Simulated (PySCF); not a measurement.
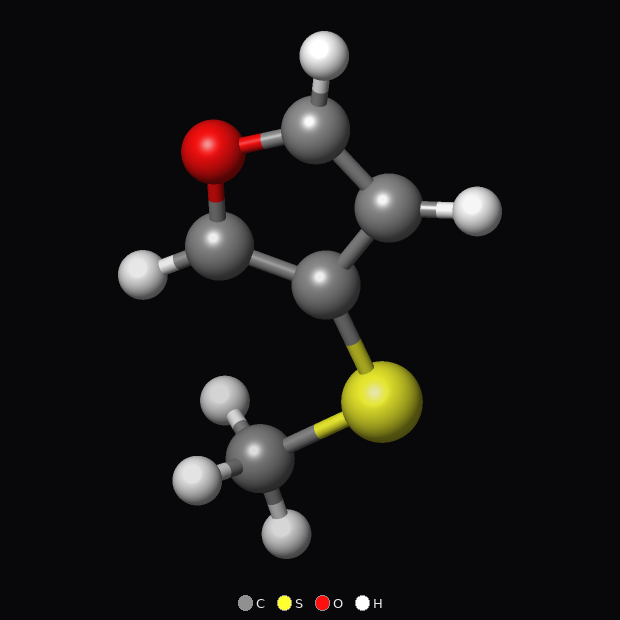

The picture shows a molecular structure as a ball-and-stick model.

The computed structure is the end point of a PBE0-D3(BJ)/def2-SVP optimisation. No frequency run is at hand to confirm it as a minimum.

What does the picture show?

The molecule is C₅H₆OS. Its SMILES string is `CSc1ccoc1`. Independent rings (smallest set): 1 of 5 members, 1 of them aromatic. Among its groups: thioether. The point group is Cs. Coordination: 1 C tetrahedral; 1 S bent; 4 C trigonal planar; 1 O bent.

More results for the same structure follow; atom numbers are the same in all pictures, views and colours differ.

## Shape

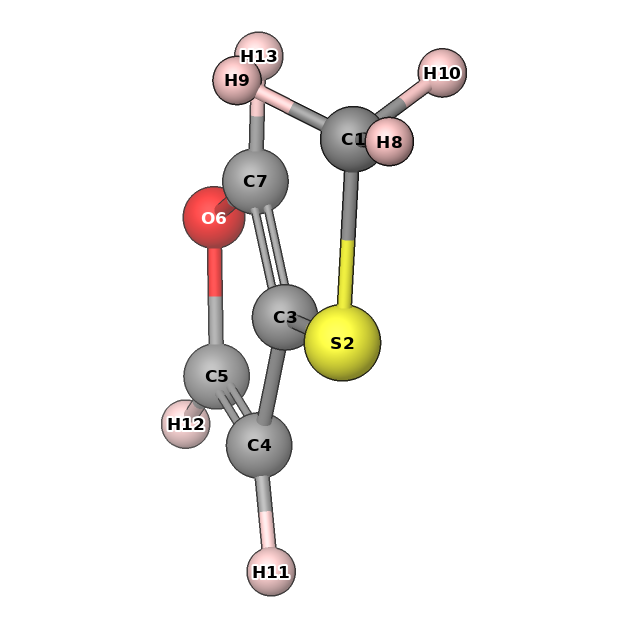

C3 lies behind S2. The molecule seen a little off the S2–C3 bond, S2 in front. Depth is shown by fading: the farther an atom, the more it takes the colour of the background. No frequency run is at hand to confirm it as a minimum.

> What is the torsion angle C1–S2–C3–C4? The sign is positive where the front bond must turn clockwise to cover the back bond.

180°, antiperiplanar (anti).

## NMR shielding

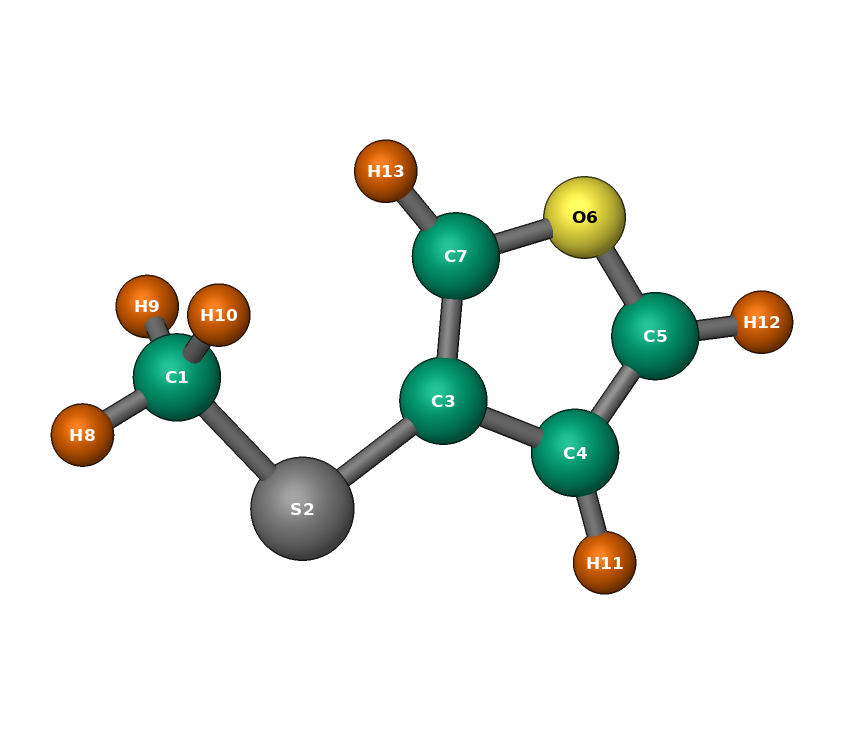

No frequency run is at hand to confirm it as a minimum. Level of theory: GIAO PBE0/pcSseg-1 NMR shielding, non-relativistic, gas phase (PySCF 2.14.0). Principal shieldings σ11 ≤ σ22 ≤ σ33, span Ω = σ33 − σ11, skew κ = 3(σiso − σ22)/Ω.

Give the shielding tensors of the O atoms.

| atom | σ11 | σ22 | σ33 | σiso | Ω | κ |
| --- | --- | --- | --- | --- | --- | --- |
| O6 | −112.1 | −41.8 | 257.3 | 34.5 | 369.3 | 0.62 |

Shieldings and span in ppm.

## Electronic properties

No frequency run is at hand to confirm it as a minimum. Method: PBE0/pcSseg-1, gas phase (PySCF 2.14.0).

> Estimate the HOMO–LUMO gap.

6.31 eV.

> Give the dipole moment at this level.

0.91 D.

> What is the HOMO energy (Kohn–Sham orbital)?

−6.04 eV.

## Ring current

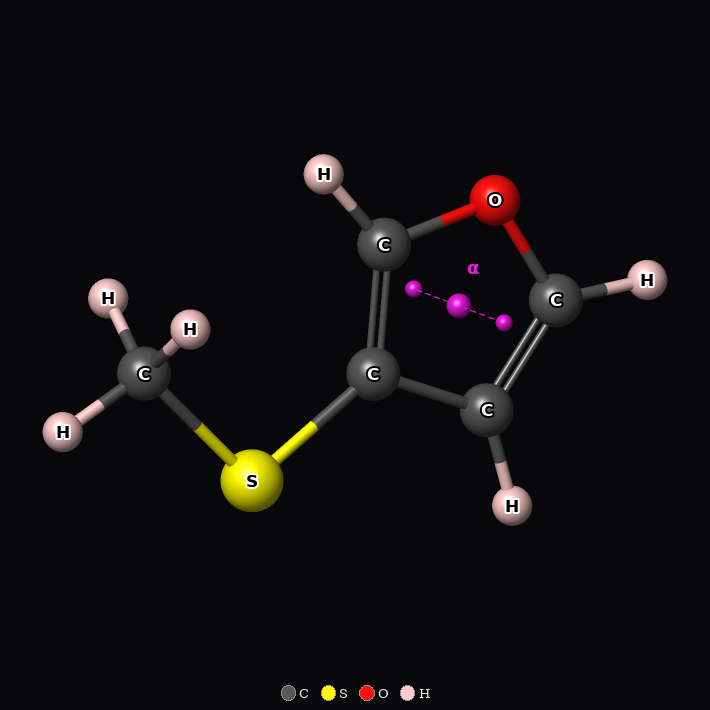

The small points mark where nucleus-independent chemical shifts (NICS) were computed: at the centre of each lettered ring and 1 Å above and below it. No frequency run is at hand to confirm it as a minimum. Level of theory: GIAO PBE0/pcSseg-1 NMR shielding, non-relativistic, gas phase (PySCF 2.14.0).

Give NICS(0), NICS(1) and the out-of-plane component NICS(1)zz for each ring (means of the two sides).

```json
{"ring": "α", "members": "C4O", "NICS(0)": "−11.9", "NICS(1)": "−10.0", "NICS(1)zz": "−25.0"}
```

Values in ppm.

> What do the values say about the ring currents?

Ring α: diatropic, as in an aromatic ring. NICS is one index among several.
